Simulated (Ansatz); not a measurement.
# CHFGa+ (quintet): inputs that go wrong

3 inputs are run for CHFGa+ (quintet) as typed; the log has to tell whether the result can be used and what must change.

Program: Ansatz 0.2.0, Gaussian basis. Level of theory: the settings change from run to run. These are calculated values, not measurements.

33 further runs of the same task are left out: 15 that didn't finish, 18 set aside as unsound or not needed. Runs told in other sessions of the task aren't counted.

### Step 1. The geometry

The geometry is a PBE0/def2-TZVP stationary point (not a proven minimum) of the parent state, kept for this charge and spin. No spin-orbit coupling is included. The filled d shell of Ga may be among the frozen orbitals whatever the setting's name suggests.

4 atoms, charge 1, spin multiplicity 5.

Atoms are counted from 1 here; the program's logs count them from 0.

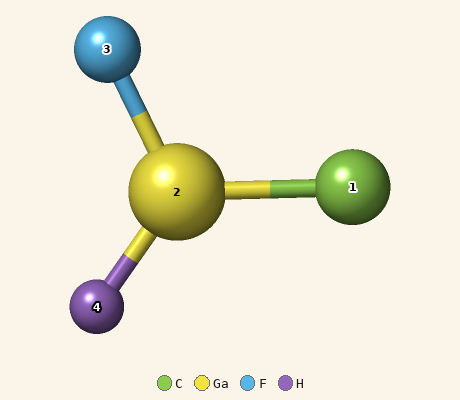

The structure; carbon green, gallium yellow, fluorine blue, hydrogen purple; atoms are numbered from 1 in the order of the file.

Geometry (Å):

```xyz
4
charge 1, multiplicity 5
C     0.00000   -0.85332    1.66413
Ga    0.00000    0.28057    0.09919
F     0.00000   -0.58722   -1.42047
H     0.00000    1.82838    0.08271
```

### Step 2. Attempt 1

Input file in.yaml:

```yaml
crystal:
  periodic: [false, false, false]
  atoms:
    - {symbol: C, position_ang: [0.000000, -0.853315, 1.664130]}
    - {symbol: Ga, position_ang: [0.000000, 0.280570, 0.099192]}
    - {symbol: F, position_ang: [0.000000, -0.587217, -1.420473]}
    - {symbol: H, position_ang: [0.000000, 1.828378, 0.082706]}
basis:
  gaussian: {orbitals: "6-31G*"}
total_charge: 1
magnetization: {spin_polarized: false, initial_magnetization: 4}
hamiltonian: {xc: pbe}
correlation: {active_space: {window: {electrons: 6, orbitals: 6}}}
```

Command:

```bash
$ ansatz run in.yaml --threads 1 --pin off --events-out ev --progress --plain --max-ram 2393MiB
```

Output:

```text
Error: invalid value for `correlation.active_space`: it starts from restricted Hartree–Fock orbitals; set hamiltonian.xc: hf without magnetization.spin_polarized
```

It took 0.03 s on 1 thread of Arm Neoverse V1, shared host.

Diagnosis: The run was refused. An active space is asked on a functional's orbitals. To mend it, start from Hartree-Fock.

### Step 3. Attempt 2

Input file in.yaml:

```yaml
crystal:
  periodic: [false, false, false]
  atoms:
    - {symbol: C, position_ang: [0.000000, -0.853315, 1.664130]}
    - {symbol: Ga, position_ang: [0.000000, 0.280570, 0.099192]}
    - {symbol: F, position_ang: [0.000000, -0.587217, -1.420473]}
    - {symbol: H, position_ang: [0.000000, 1.828378, 0.082706]}
basis:
  gaussian: {orbitals: STO-3G, fitting: {mean_field: def2-universal-jkfit}}
total_charge: 1
magnetization: {spin_polarized: false, initial_magnetization: 4}
hamiltonian: {pseudopotentials: {relativity: scalar}}
correlation: {method: fic_mrcisd_q_relaxed, electrons: outside_noble_gas, active_space: {window: {electrons: 12, orbitals: 8}, states: [{multiplicity: 5, weights: [1, 1]}], root: 0}}
accuracy: high
charge: 1
```

Launched as before.

Output:

```text
Error: YAML parse error: error: line 15 column 1: unknown field `charge`, expected one of crystal, accuracy, basis, kpoints, hamiltonian, magnetization, projection, total_charge, correlation, batch, efield, external_charges, scf, relax, neb, saddle, md, ramp, phonons, dielectric, real_time, elastic, magnetic_configurations, gw, evaluate, workflow, output, checkpoint, execution
  --> <input>:15:1
   |
13 | correlation: {method: fic_mrcisd_q_relaxed, electrons: outside_no…
14 | accuracy: high
15 | charge: 1
   | ^ unknown field `charge`, expected one of crystal, accuracy, basis, kpoints, hamiltonian, magnetization, projection, total_charge, correlation, batch, efield, external_charges, scf, relax, neb, saddle, md, ramp, phonons, dielectric, real_time, elastic, magnetic_configurations, gw, evaluate, workflow, output, checkpoint, execution
```

Wall time 0.03 s (1 thread of Arm Neoverse V1, shared host).

What is wrong: The run was refused. The input holds a key that the program doesn't read here. Cure: remove it or spell it as the reference does.

### Step 4. Attempt 3

Input file in.yaml:

```yaml
crystal:
  periodic: [false, false, false]
  atoms:
    - {symbol: C, position_ang: [0.000000, -0.853315, 1.664130]}
    - {symbol: Ga, position_ang: [0.000000, 0.280570, 0.099192]}
    - {symbol: F, position_ang: [0.000000, -0.587217, -1.420473]}
    - {symbol: H, position_ang: [0.000000, 1.828378, 0.082706]}
basis:
  gaussian: {orbitals: STO-3G}
total_charge: 1
magnetization: {spin_polarized: false, initial_magnetization: 4}
correlation: {active_space: {ras: {orbitals: [10, 4, 4], electrons: 21, max_holes: 2, max_particles: 2}, fixed_orbitals: true}}
accuracy: high
output: {forces: true}
```

Same command.

Output:

```text
Functional definition: HF
  name "HF"
  cite "Fock, Z. Phys. 61, 126 (1930) doi:10.1007/BF01340294"
  parent pbe
  exchange = exact_x
  correlation = 0
458 factors; integrals over basis functions are off by at most 3.8e-8 eV
mean field evaluation 1: about -55398.4193 eV, gradient 6.4e1 eV
mean field evaluation 2: about -55398.4829 eV, gradient 6.4e1 eV
mean field evaluation 4: about -55409.0742 eV, gradient 2.2e1 eV
mean field evaluation 8: about -55416.1868 eV, gradient 7.1e0 eV
mean field evaluation 16: about -55418.6532 eV, gradient 8.6e0 eV
mean field evaluation 32: about -55415.3563 eV, gradient 1.9e1 eV
mean field evaluation 64: about -55419.1804 eV, gradient 2.3e-4 eV
mean field evaluation 96: about -55419.1803 eV, gradient 2.1e-2 eV
mean field evaluation 128: about -55419.1804 eV, gradient 2.3e-2 eV
mean field evaluation 160: about -55393.1018 eV, gradient 6.5e1 eV
mean field evaluation 192: about -55415.9076 eV, gradient 1.4e-1 eV
mean field evaluation 224: about -55415.8971 eV, gradient 3.3e-1 eV
mean field evaluation 256: about -55415.9022 eV, gradient 2.2e-1 eV
mean field evaluation 288: about -55416.4490 eV, gradient 5.9e0 eV
mean field -55419.18042820 eV, -2036.6173162668 hartree, gradient 3.4e-8 eV, S^2 6.000000; 12 other end points of the search recorded, 0 dependent functions left out
reference -55419.18042820 eV, -2036.6173162668 hartree; 25, 21 occupied and 4, 8 virtual orbitals, 458 factors
Error: 21 electrons in 18 orbitals form no window around the highest filled level of the reference
```

It took 3.3 s on 1 thread of Arm Neoverse V1, shared host.

Diagnosis: The run stopped with an error. The electron count of the restricted space is wrong. Fix: count the correlated electrons again.

### Step 5. How the runs ended

| attempt | level | ended | cause | time |
| --- | --- | --- | --- | --- |
| 1 | CASSCF(6,6)/6-31G* | refused | an active space is asked on a functional's orbitals | 0.03 s |
| 2 | MRCISD+Q(relaxed)(12,8)/STO-3G | refused | the input holds a key that the program doesn't read here | 0.03 s |
| 3 | CISD/STO-3G | stopped by an error | the electron count of the restricted space is wrong | 3.3 s |

2 refused, 1 stopped by an error.
